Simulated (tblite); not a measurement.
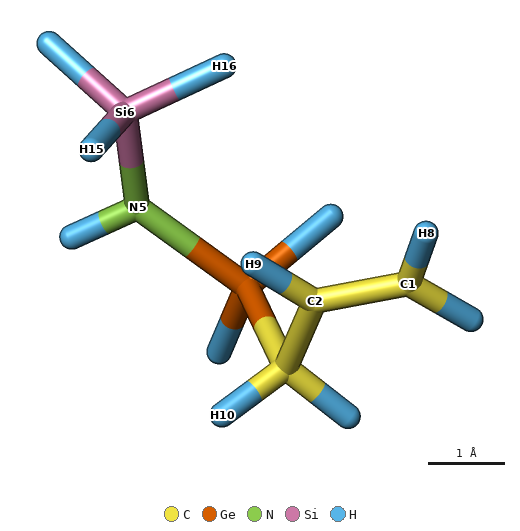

The structure as given in the input (stick view, seen at a tilt; atoms are numbered from 1 in the order of the input). Sticks mark near contacts.

**C₃H₁₁GeNSi: nudged elastic band**

The run: nudged elastic band of C₃H₁₁GeNSi, SMILES C=C[CH2][GeH2][NH][SiH3]. Method and program: GFN2-xTB climbing-image nudged elastic band, gas phase (tblite 0.8.0).

The run did not end well.

Log
```
image   E - E0 / eV
  0       0.0000
  1       0.0571
  2       0.4526
  3       0.0848
  4       0.0609
  5       0.1074
  6      -0.0001
```

The run was set up as follows.

The input
```
{"job": {"xc": "GFN2-xTB", "basis": "xTB", "kind": "neb"}, "charge": 0, "multiplicity": 1}
C     -2.081779     1.710687     0.008429
C     -0.918912     1.286127    -0.454812
C     -0.758395     0.182484    -1.435204
Ge    -0.153171    -1.487616    -0.517914
N      1.479957    -1.326388     0.272460
Si     1.930168    -0.230255     1.533749
H     -3.013600     1.287146    -0.331428
H     -2.152198     2.501253     0.735886
H      0.001481     1.728424    -0.094522
H     -0.018165     0.446551    -2.193196
H     -1.703927    -0.024476    -1.937104
H     -1.111276    -1.858065     0.581980
H     -0.007310    -2.646463    -1.480903
H      2.251638    -1.663460    -0.281637
H      2.361433     1.076663     1.009036
H      0.747698    -0.063118     2.374371
H      3.051797    -0.861962     2.232387
```

The first line tells a small driver script what to run in tblite; the rest is the geometry in Å.

Run as:
```bash
OMP_NUM_THREADS=1 python <driver script> task.json out
```

What the run reported

```csv
quantity,value
outcome,not converged
forward barrier,0.453 eV
hardware,"1 CPU thread, shared host"
wall time,12 s
peak memory,0.2 GiB
```

Diagnosis

The run did not converge. At least one of its steps failed, so the values that rest on that step are not results.
